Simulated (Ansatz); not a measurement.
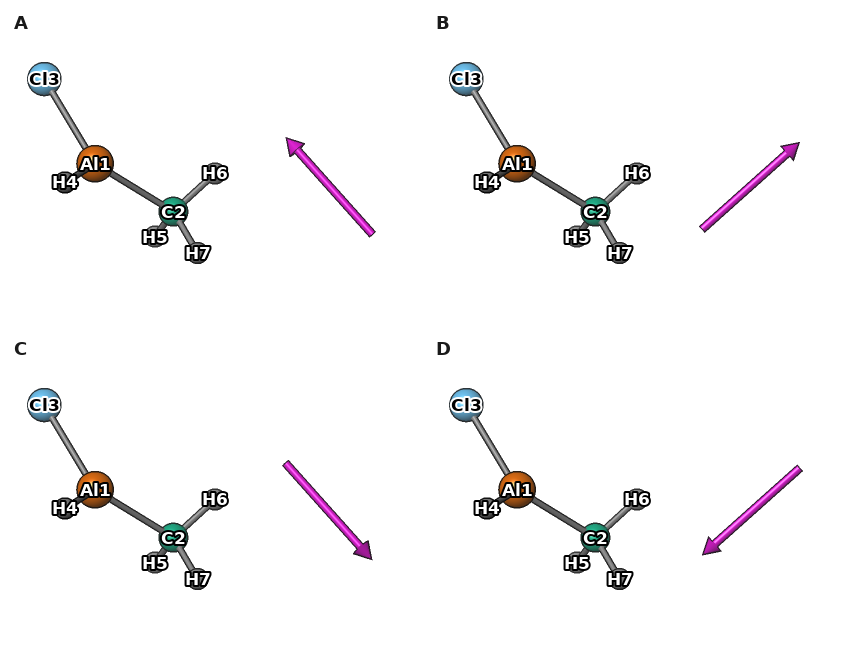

The same molecule four times, each with an arrow. The computed geometry is a stationary point of PBE0-D4/def2-TZVP, a saddle point of order 1. Properties computed with RKS PBE0-D4/def2-TZVP (Ansatz 0.2.0).

### Which arrow points along the dipole moment, from the negative to the positive end?

C. The dipole moment is 1.84 D; it points from the side of Cl3 to the side of H7 (the outermost atoms at the two ends).
